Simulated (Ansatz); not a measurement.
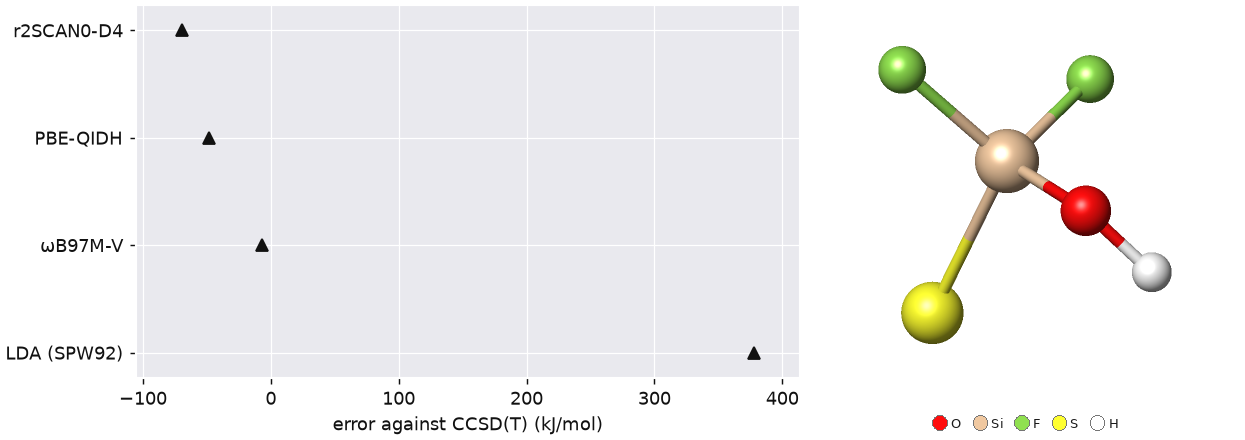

Error in the electronic atomisation energy (method less reference, so positive means overbinding) of SiHSOF₂, SMILES O[Si](F)(F)[S], doublet: functionals in def2-TZVPP against frozen-core CCSD(T) at the limit (MP2 extrapolated from triple and quadruple zeta, plus CCSD(T) less MP2 in a smaller set), which gives 2433.6 kJ/mol, at a PBE0-D4/def2-TZVP geometry (a minimum by its frequencies), no zero-point or spin-orbit term, the Ansatz code. The reference leaves out core correlation, a term that grows with the number of heavy atoms. PBE-QIDH holds a correlation term that converges slowly with the basis, so part of the distance to the limit is basis error. No dispersion term is added to PBE-QIDH.

Question: Which of these levels overbind, and which underbind?

Answer: Overbind: LDA (SPW92). Underbind: r2SCAN0-D4 and PBE-QIDH. Within 25 kJ/mol of zero, too close to call in view of what the reference leaves out: ωB97M-V.

Question: Give the values.

Answer:
```csv
level,kJ/mol
r2SCAN0-D4,−69.9
PBE-QIDH,−48.0
ωB97M-V,−7.1
LDA (SPW92),377.9
```
